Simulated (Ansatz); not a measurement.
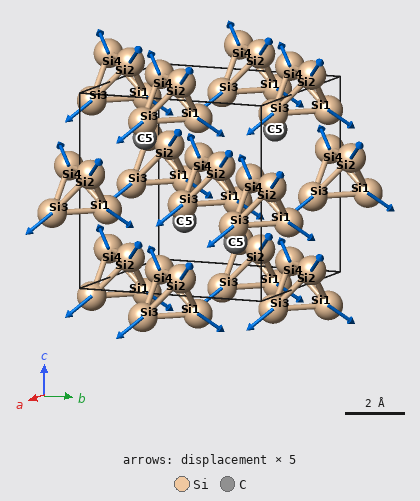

This is a relaxation of crystalline Si4C (a generated structure, set up in F-43m) (coarse preliminary run). The starting structure is drawn; blue arrows show the displacements (the part carried along by the change of the cell is left out), 5 times their true length.

The picture is a ball-and-stick view of the conventional cell (4 times the calculation's cell), seen slightly off an axis. Lengths and directions refer to the drawn axes.

Theory: Ansatz, DFT PBE, scalar-relativistic, plane waves, PAW. (plane-wave cutoff 420 eV; k-point mesh 4 × 4 × 4; occupations gaussian; smearing width 0.1 eV; collinear spin; cell and atoms relaxed; force threshold 0.04 eV/Å; at most 70 steps)

**Atoms of which element are displaced furthest, and by how much?**

Silicon: up to 0.24 Å, against 0.00 Å for carbon.

**Describe the change and its energy.**

The largest moves relative to the cell, 0.24 Å, are those of Si1, Si2, Si3 and Si4. Si1 goes along [−1 1 −1]. C stays in place. Cell: a = b = c 6.790 → 6.938 Å (+2.2 %). Volume +6.7 %. Some distances before and after: Si1–Si2 2.028 → 2.468 Å, Si1–Si2 (another image) 2.773 → 2.438 Å. The space group stays F-43m (No. 216). The energy falls by 1094 meV per atom in 4 accepted moves (5 points after the start). Largest force component: 7.5 eV/Å at the start, 0.0096 eV/Å at the end. Pressure: 32.83 GPa at the start and 0.06 GPa at the end. At 1 point the geometry stayed and the basis and grid were re-selected for the new cell (energy shift of 0.6 meV per atom at most each time). The program noted that the starting moments weren't kept.
